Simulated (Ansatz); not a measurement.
```yaml
atoms:
  - { symbol: F, position_ang: [-1.5215, -2.9134, -0.5939] }
  - { symbol: Ge, position_ang: [0.1144, -3.3990, -1.2112] }
  - { symbol: O, position_ang: [0.8653, -1.7821, -1.0864] }
  - { symbol: Sb, position_ang: [-0.1508, -0.0880, -0.4530] }
  - { symbol: H, position_ang: [1.3534, 0.7287, -0.0876] }
  - { symbol: H, position_ang: [-0.2865, -0.5656, 1.2237] }
```

Geometry: BLYP-D3(BJ)/def2-SVP; core potentials replace the inner electrons of Sb.

Computed with isolated molecule in a Gaussian basis; Kohn-Sham density functional theory, functional PBE0 in Ansatz.

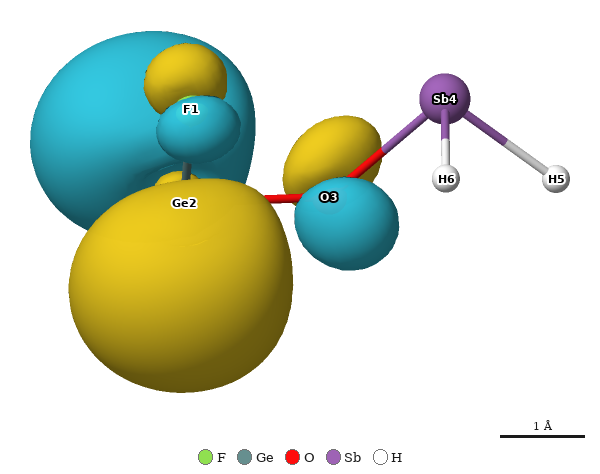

FGeH₂OSb (SMILES [F][Ge][O][SbH2]). The LUMO at ±0.1 Å⁻³ᐟ² (yellow and cyan are the two phases), seen from one side.

Question: What is the character of this orbital?

Answer: Its weight (Hirshfeld) is mainly on Ge2 (about 85 %) and O3 (about 10 %). Its energy is −2.09 eV.
